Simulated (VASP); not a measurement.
Band structure of TePb$_{2}$S (space group P4/mmm). Level of theory: r2SCAN meta-GGA with spin-orbit coupling, VASP's PBE PAW potentials (set 64) (plane waves; VASP).

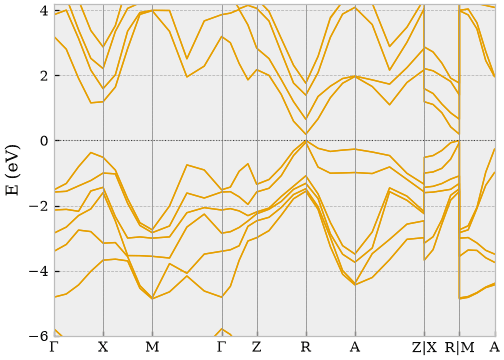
Fig. 1. Bands along high-symmetry lines, zero at the valence-band maximum or, without a gap, the Fermi level

Read the plot: is there a gap, and where are the band edges?

The gap is direct, 0.19 eV, from the valence maximum at R to the conduction minimum at R.

The structure comes from a computed database's TePb2S entry (P4/mmm); how it stands against other phases isn't given here. It was relaxed first.
